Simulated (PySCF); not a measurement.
**Geometry relaxation of InPH6 (charge +1) (part 1 of 4)**

System: InPH6, charge +1, multiplicity 2.
Method: HF/3-21G, UHF (PySCF 2.14.0).

The atoms were displaced at random from an optimised geometry. The geometry is that of the parent species in another charge or spin state.

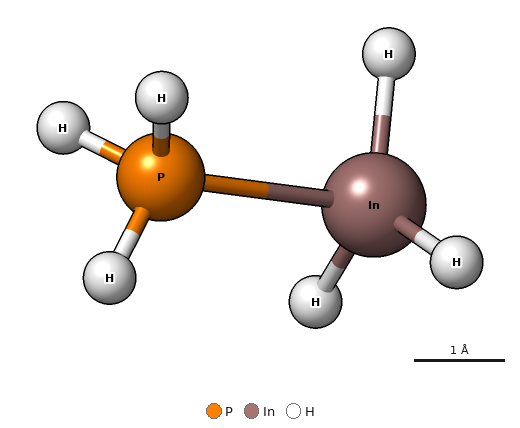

Fig. 1: The structure as given in the input (ball-and-stick view, seen at a tilt). Sticks mark near contacts. Bond lengths as drawn: H–In 1.70 to 1.77 Å, H–P 1.35 to 1.44 Å and In–P 2.79 Å.

## Input file (calc.py)
```python
from pyscf import gto, symm
from pyscf.hessian import thermo
from pyscf.geomopt.geometric_solver import kernel as optimise

mol = gto.M(
    atom=[
    ('P', (-0.609849, 0.022240, -1.032900)),
    ('In', (0.834967, -0.113555, 1.351468)),
    ('H', (-2.007210, -0.089945, -0.982543)),
    ('H', (-0.326886, -0.809260, -2.056144)),
    ('H', (-0.515420, 1.229668, -1.806779)),
    ('H', (0.012519, 1.258364, 2.108467)),
    ('H', (2.384366, 0.151499, 0.615167)),
    ('H', (0.339857, -1.693474, 1.740066)),
],
    spin=1,
    max_memory=1860,
    verbose=3,
    charge=1,
    basis='3-21g',
)

mf = mol.UHF()
mf.conv_tol = 1e-10
mf = mf.newton()
converged, mol_eq = optimise(mf, maxsteps=80)
print('converged:', converged)
print(mol_eq.tostring())

mf.reset(mol_eq)
mol = mol_eq
mf.kernel()
energy = mf.e_tot
print('E(%s) = %.9f' % ('HF', energy))
hess = mf.Hessian().kernel()
modes = thermo.harmonic_analysis(mol, hess)
thermo.dump_normal_mode(mol, modes)
symm.geom.TOLERANCE = 1e-3  # for the symmetry number
th = thermo.thermo(mf, modes['freq_au'], 298.15, 101325)
thermo.dump_thermo(mol, th)
```

Hardware: 1 thread of Arm Neoverse V2, 112 GiB of memory available, shared host.

Launch command:
```bash
OMP_NUM_THREADS=1 python calc.py
```

## Log
```
#|     Arguments passed to driver run_optimizer():      |#
customengine              <pyscf.geomopt.geometric_solver.PySCFEngine object>
maxiter                   80
----------------------------------------------------------
Custom engine selected.
Bonds will be generated from interatomic distances less than 1.20 times sum of covalent radii
24 internal coordinates being used (instead of 24 Cartesians)
Internal coordinate system (atoms numbered from 1):
Distance 1-2
Distance 1-3
Distance 1-4
Distance 1-5
Distance 2-6
Distance 2-7
Distance 2-8
Angle 2-1-3
Angle 2-1-4
Angle 2-1-5
Angle 3-1-4
Angle 3-1-5
Angle 4-1-5
Angle 1-2-6
Angle 1-2-7
Angle 1-2-8
Angle 6-2-8
Angle 7-2-8
Out-of-Plane 2-6-7-8
Dihedral 3-1-2-6
Dihedral 3-1-2-7
Dihedral 3-1-2-8
Dihedral 4-1-2-6
Dihedral 4-1-2-7
Dihedral 4-1-2-8
Dihedral 5-1-2-6
Dihedral 5-1-2-7
Dihedral 5-1-2-8
Translation-X 1-8
Translation-Y 1-8
Translation-Z 1-8
Rotation-A 1-8
Rotation-B 1-8
Rotation-C 1-8
<class 'geometric.internal.Distance'> : 7
<class 'geometric.internal.Angle'> : 11
<class 'geometric.internal.OutOfPlane'> : 1
<class 'geometric.internal.Dihedral'> : 9
<class 'geometric.internal.TranslationX'> : 1
<class 'geometric.internal.TranslationY'> : 1
<class 'geometric.internal.TranslationZ'> : 1
<class 'geometric.internal.RotationA'> : 1
<class 'geometric.internal.RotationB'> : 1
<class 'geometric.internal.RotationC'> : 1
> ===== Optimization Info: ====
> Job type: Energy minimization
> Maximum number of optimization cycles: 80
> Initial / maximum trust radius (Angstrom): 0.100 / 0.300
> Convergence Criteria:
> Will converge when all 5 criteria are reached:
>  |Delta-E| < 1.00e-06
>  RMS-Grad  < 3.00e-04
>  Max-Grad  < 4.50e-04
>  RMS-Disp  < 1.20e-03
>  Max-Disp  < 1.80e-03
> === End Optimization Info ===

Geometry optimization cycle 1
Cartesian coordinates (Angstrom)
 Atom        New coordinates             dX        dY        dZ
   P  -0.609849   0.022240  -1.032900    0.000000  0.000000  0.000000
  In   0.834967  -0.113555   1.351468    0.000000  0.000000  0.000000
   H  -2.007210  -0.089945  -0.982543    0.000000  0.000000  0.000000
   H  -0.326886  -0.809260  -2.056144    0.000000  0.000000  0.000000
   H  -0.515420   1.229668  -1.806779    0.000000  0.000000  0.000000
   H   0.012519   1.258364   2.108467    0.000000  0.000000  0.000000
   H   2.384366   0.151499   0.615167    0.000000  0.000000  0.000000
   H   0.339857  -1.693474   1.740066    0.000000  0.000000  0.000000

WARN: Mole.unit (angstrom) is changed to Bohr

WARN: HOMO -0.327523020225066 >= LUMO -0.327523020225066

converged SCF energy = -6056.7999656514  <S^2> = 0.77308496  2S+1 = 2.0229532
--------------- SecondOrderUHF_Scanner gradients ---------------
         x                y                z
0 P     0.0133765403    -0.0371860109     0.0000211306
1 In    -0.0330898014     0.0533773290     0.0396654622
2 H     0.0021381608     0.0019538985    -0.0021594937
3 H    -0.0092221792     0.0256378852     0.0163843567
4 H    -0.0003141170     0.0050010172    -0.0108401386
5 H     0.0203375741    -0.0389823465    -0.0224629497
6 H    -0.0065732304    -0.0174192295    -0.0046136482
7 H     0.0133470529     0.0076174570    -0.0159947195
----------------------------------------------
cycle 1: E = -6056.79996565  dE = -6056.8  norm(grad) = 0.10744
Step    0 : Gradient = 3.799e-02/7.428e-02 (rms/max) Energy = -6056.7999656514
Hessian Eigenvalues: 2.30000e-02 5.00000e-02 5.00000e-02 ... 1.99514e-01 2.19757e-01 2.57526e-01

Geometry optimization cycle 2
Cartesian coordinates (Angstrom)
 Atom        New coordinates             dX        dY        dZ
   P  -0.644357   0.027769  -1.085986   -0.034508  0.005529 -0.053086
  In   0.851333  -0.195366   1.293022    0.016366 -0.081811 -0.058446
   H  -2.045331  -0.081691  -1.013092   -0.038121  0.008254 -0.030549
   H  -0.344006  -0.853257  -2.128802   -0.017120 -0.043997 -0.072658
   H  -0.534559   1.249842  -1.795393   -0.019139  0.020174  0.011386
   H   0.060882   1.346915   2.158240    0.048363  0.088551  0.049773
   H   2.445835   0.235940   0.692968    0.061469  0.084441  0.077801
   H   0.322547  -1.774614   1.815845   -0.017310 -0.081140  0.075779
converged SCF energy = -6056.82580976131  <S^2> = 0.76512764  2S+1 = 2.0150709
--------------- SecondOrderUHF_Scanner gradients ---------------
         x                y                z
0 P     0.0063658809    -0.0135916849     0.0056762657
1 In    -0.0217356412     0.0424837540     0.0263841499
2 H    -0.0005681938     0.0020168140    -0.0012698651
3 H    -0.0023029748     0.0060146573    -0.0007635208
4 H    -0.0009694567     0.0019388574    -0.0043189230
5 H     0.0091519735    -0.0210681878    -0.0121231952
6 H     0.0027648724    -0.0119690999    -0.0055291527
7 H     0.0072935399    -0.0058251099    -0.0080557589
----------------------------------------------
cycle 2: E = -6056.82580976  dE = -0.0258441  norm(grad) = 0.0656538
Step    1 : Displace = 9.187e-02/1.302e-01 (rms/max) Trust = 1.000e-01 (=) Grad = 2.321e-02/5.453e-02 (rms/max) E (change) = -6056.8258097613 (-2.584e-02) Quality = 1.068
Hessian Eigenvalues: 2.30000e-02 4.36068e-02 5.00000e-02 ... 1.99390e-01 2.19990e-01 2.75977e-01

Geometry optimization cycle 3
Cartesian coordinates (Angstrom)
 Atom        New coordinates             dX        dY        dZ
   P  -0.684855   0.025911  -1.152395   -0.040498 -0.001857 -0.066409
  In   0.865717  -0.345330   1.167265    0.014384 -0.149964 -0.125757
   H  -2.080246  -0.102462  -1.043979   -0.034915 -0.020771 -0.030887
   H  -0.371951  -0.880697  -2.188550   -0.027946 -0.027440 -0.059748
   H  -0.550701   1.267572  -1.786328   -0.016142  0.017730  0.009065
   H   0.227203   1.412767   2.185063    0.166321  0.065852  0.026823
   H   2.414661   0.383138   0.871420   -0.031174  0.147199  0.178452
   H   0.292517  -1.805362   1.884305   -0.030030 -0.030749  0.068459
converged SCF energy = -6056.84473441168  <S^2> = 0.75840323  2S+1 = 2.0083856
--------------- SecondOrderUHF_Scanner gradients ---------------
         x                y                z
0 P     0.0004306353     0.0007242540     0.0000442323
1 In    -0.0114148421     0.0194979391     0.0116353078
2 H    -0.0008295911     0.0007707854    -0.0005585480
3 H     0.0004226721    -0.0017313713    -0.0027268972
4 H    -0.0005878574    -0.0012749759     0.0010690395
5 H     0.0039169591    -0.0103830676    -0.0062127492
6 H     0.0014511779    -0.0068175369     0.0000863549
7 H     0.0066108462    -0.0007860267    -0.0033367401
----------------------------------------------
cycle 3: E = -6056.84473441  dE = -0.0189247  norm(grad) = 0.0304578
Step    2 : Displace = 1.354e-01/2.333e-01 (rms/max) Trust = 1.414e-01 (+) Grad = 1.077e-02/2.541e-02 (rms/max) E (change) = -6056.8447344117 (-1.892e-02) Quality = 1.149
Hessian Eigenvalues: 2.29997e-02 3.18934e-02 5.00000e-02 ... 2.00457e-01 2.19996e-01 2.78280e-01

Geometry optimization cycle 4
Cartesian coordinates (Angstrom)
 Atom        New coordinates             dX        dY        dZ
   P  -0.681715   0.012673  -1.167251    0.003140 -0.013239 -0.014856
  In   0.897003  -0.468342   1.060351    0.031287 -0.123012 -0.106915
   H  -2.067406  -0.138878  -1.018603    0.012840 -0.036416  0.025376
   H  -0.373236  -0.883567  -2.206831   -0.001285 -0.002869 -0.018281
   H  -0.541179   1.273395  -1.763212    0.009523  0.005823  0.023116
   H   0.346364   1.465848   2.183969    0.119161  0.053081 -0.001095
   H   2.327142   0.517983   0.951260   -0.087519  0.134845  0.079839
   H   0.205369  -1.823576   1.897120   -0.087147 -0.018214  0.012815
converged SCF energy = -6056.85099693789  <S^2> = 0.75517523  2S+1 = 2.0051685
--------------- SecondOrderUHF_Scanner gradients ---------------
         x                y                z
0 P    -0.0017874092     0.0016479726    -0.0002539912
1 In    -0.0063600421     0.0077201504    -0.0011445824
2 H     0.0003004139    -0.0002970225     0.0000095752
3 H     0.0010214851    -0.0017269678     0.0003109655
4 H     0.0005485819     0.0000419090     0.0010719935
5 H     0.0034067273    -0.0060044358    -0.0041414591
6 H     0.0011296106     0.0002079333     0.0027261103
7 H     0.0017406325    -0.0015895391     0.0014213882
----------------------------------------------
cycle 4: E = -6056.85099694  dE = -0.00626253  norm(grad) = 0.0139366
Step    3 : Displace = 1.051e-01/1.767e-01 (rms/max) Trust = 2.000e-01 (+) Grad = 4.927e-03/1.007e-02 (rms/max) E (change) = -6056.8509969379 (-6.263e-03) Quality = 1.168
Hessian Eigenvalues: 2.29959e-02 2.47955e-02 5.00000e-02 ... 2.00356e-01 2.20045e-01 2.77881e-01

Geometry optimization cycle 5
Cartesian coordinates (Angstrom)
 Atom        New coordinates             dX        dY        dZ
   P  -0.657820   0.005957  -1.151853    0.023894 -0.006716  0.015397
  In   0.939911  -0.506919   1.055996    0.042907 -0.038578 -0.004355
   H  -2.040714  -0.143644  -0.980119    0.026692 -0.004766  0.038484
   H  -0.372630  -0.877319  -2.204166    0.000606  0.006247  0.002665
   H  -0.523081   1.269304  -1.744388    0.018098 -0.004092  0.018824
   H   0.271001   1.509763   2.192623   -0.075363  0.043914  0.008655
   H   2.327439   0.517828   0.891398    0.000297 -0.000155 -0.059861
   H   0.168238  -1.819431   1.877311   -0.037132  0.004145 -0.019809
converged SCF energy = -6056.8531385366  <S^2> = 0.75280355  2S+1 = 2.0028016
--------------- SecondOrderUHF_Scanner gradients ---------------
         x                y                z
0 P    -0.0011438275     0.0006885698    -0.0002923991
1 In    -0.0040380348     0.0042306252    -0.0003607591
2 H     0.0006251142    -0.0004624633     0.0003356180
3 H     0.0007848145    -0.0004069349     0.0014780120
4 H     0.0007274036    -0.0000784167     0.0006813989
5 H     0.0029013425    -0.0044243168    -0.0032011587
6 H    -0.0005072391     0.0007328267     0.0013662510
7 H     0.0006504266    -0.0002798901    -0.0000069630
----------------------------------------------
cycle 5: E = -6056.85313854  dE = -0.0021416  norm(grad) = 0.00907122
Step    4 : Displace = 5.012e-02/8.264e-02 (rms/max) Trust = 2.828e-01 (+) Grad = 3.207e-03/6.184e-03 (rms/max) E (change) = -6056.8531385366 (-2.142e-03) Quality = 1.592
Hessian Eigenvalues: 1.34147e-02 2.30014e-02 5.00000e-02 ... 2.00339e-01 2.20063e-01 2.81742e-01

Geometry optimization cycle 6
Cartesian coordinates (Angstrom)
 Atom        New coordinates             dX        dY        dZ
   P  -0.623199  -0.003332  -1.140883    0.034621 -0.009289  0.010970
  In   1.031755  -0.563090   1.065991    0.091845 -0.056170  0.009995
   H  -2.003945  -0.134446  -0.931232    0.036768  0.009198  0.048887
   H  -0.398136  -0.860548  -2.224845   -0.025506  0.016771 -0.020680
   H  -0.504818   1.264100  -1.733467    0.018263 -0.005204  0.010921
   H   0.083357   1.575140   2.228956   -0.187644  0.065378  0.036333
   H   2.382672   0.474300   0.791937    0.055232 -0.043528 -0.099461
   H   0.144658  -1.796587   1.880346   -0.023579  0.022844  0.003035
converged SCF energy = -6056.85535091714  <S^2> = 0.75076684  2S+1 = 2.0007667
--------------- SecondOrderUHF_Scanner gradients ---------------
         x                y                z
0 P    -0.0006915536    -0.0007468823    -0.0009309747
1 In     0.0003189145     0.0001662919     0.0027718427
2 H     0.0005693440    -0.0003342722     0.0002765125
3 H     0.0002202753     0.0013813806     0.0021147083
4 H     0.0003837745    -0.0000130759    -0.0004476100
5 H     0.0016501551    -0.0022494470    -0.0017263589
6 H    -0.0019127450     0.0008332539    -0.0005511788
7 H    -0.0005381649     0.0009627509    -0.0015069409
----------------------------------------------
cycle 6: E = -6056.85535092  dE = -0.00221238  norm(grad) = 0.00599263
Step    5 : Displace = 9.694e-02/1.940e-01 (rms/max) Trust = 3.000e-01 (+) Grad = 2.119e-03/3.281e-03 (rms/max) E (change) = -6056.8553509171 (-2.212e-03) Quality = 1.240
Hessian Eigenvalues: 9.98924e-03 2.30012e-02 4.55168e-02 ... 2.00398e-01 2.20016e-01 2.83477e-01

Geometry optimization cycle 7
Cartesian coordinates (Angstrom)
 Atom        New coordinates             dX        dY        dZ
   P  -0.611657  -0.007227  -1.145797    0.011542 -0.003895 -0.004914
  In   1.070734  -0.580025   1.061217    0.038978 -0.016935 -0.004774
   H  -1.992278  -0.122642  -0.918045    0.011667  0.011804  0.013187
   H  -0.421598  -0.855221  -2.247039   -0.023462  0.005328 -0.022194
   H  -0.499660   1.263340  -1.734016    0.005158 -0.000759 -0.000549
   H  -0.020625   1.597304   2.264462   -0.103982  0.022163  0.035506
   H   2.432019   0.435696   0.754297    0.049348 -0.038604 -0.037640
   H   0.155409  -1.775689   1.901723    0.010751  0.020898  0.021377
converged SCF energy = -6056.85600339911  <S^2> = 0.75038446  2S+1 = 2.0003844
--------------- SecondOrderUHF_Scanner gradients ---------------
         x                y                z
0 P    -0.0002438978    -0.0002817642    -0.0003534982
1 In     0.0012597714    -0.0007201015     0.0032505287
2 H     0.0001671762    -0.0001099481    -0.0000137183
3 H     0.0000098004     0.0009279942     0.0009963367
4 H    -0.0000783401    -0.0000740597    -0.0005975439
5 H     0.0010657594    -0.0014919307    -0.0011644985
6 H    -0.0014034525     0.0008981061    -0.0008096737
7 H    -0.0007768169     0.0008517039    -0.0013079327
----------------------------------------------
cycle 7: E = -6056.8560034  dE = -0.000652482  norm(grad) = 0.00513686
Step    6 : Displace = 5.294e-02/1.092e-01 (rms/max) Trust = 3.000e-01 (=) Grad = 1.816e-03/3.560e-03 (rms/max) E (change) = -6056.8560033991 (-6.525e-04) Quality = 1.518
Hessian Eigenvalues: 6.43284e-03 2.30013e-02 3.80373e-02 ... 2.00337e-01 2.20003e-01 2.77062e-01

Geometry optimization cycle 8
Cartesian coordinates (Angstrom)
 Atom        New coordinates             dX        dY        dZ
   P  -0.600905  -0.011822  -1.157179    0.010752 -0.004595 -0.011381
  In   1.106325  -0.589692   1.039416    0.035591 -0.009667 -0.021801
   H  -1.980019  -0.105544  -0.904432    0.012259  0.017098  0.013613
   H  -0.452399  -0.852404  -2.274894   -0.030801  0.002817 -0.027855
   H  -0.488586   1.263650  -1.735301    0.011074  0.000310 -0.001285
   H  -0.154974   1.618090   2.324700   -0.134349  0.020786  0.060238
   H   2.499250   0.375256   0.709049    0.067231 -0.060441 -0.045248
   H   0.183651  -1.741996   1.935442    0.028242  0.033692  0.033719
converged SCF energy = -6056.85657694739  <S^2> = 0.75017173  2S+1 = 2.0001717
--------------- SecondOrderUHF_Scanner gradients ---------------
         x                y                z
0 P     0.0003656990     0.0002729118     0.0003760616
1 In     0.0016257200    -0.0004265411     0.0025228400
2 H    -0.0002630717     0.0001012703    -0.0002681003
3 H    -0.0002840967     0.0000535157    -0.0004430827
4 H    -0.0004567741     0.0000041674    -0.0004504302
5 H     0.0004743634    -0.0008277790    -0.0006168765
6 H    -0.0007734998     0.0004272904    -0.0005358414
7 H    -0.0006883401     0.0003951647    -0.0005845705
----------------------------------------------
cycle 8: E = -6056.85657695  dE = -0.000573548  norm(grad) = 0.00370304
Step    7 : Displace = 7.064e-02/1.458e-01 (rms/max) Trust = 3.000e-01 (=) Grad = 1.309e-03/3.031e-03 (rms/max) E (change) = -6056.8565769474 (-5.735e-04) Quality = 1.368
Hessian Eigenvalues: 4.74302e-03 2.30013e-02 3.45087e-02 ... 2.00310e-01 2.20144e-01 2.80725e-01
```
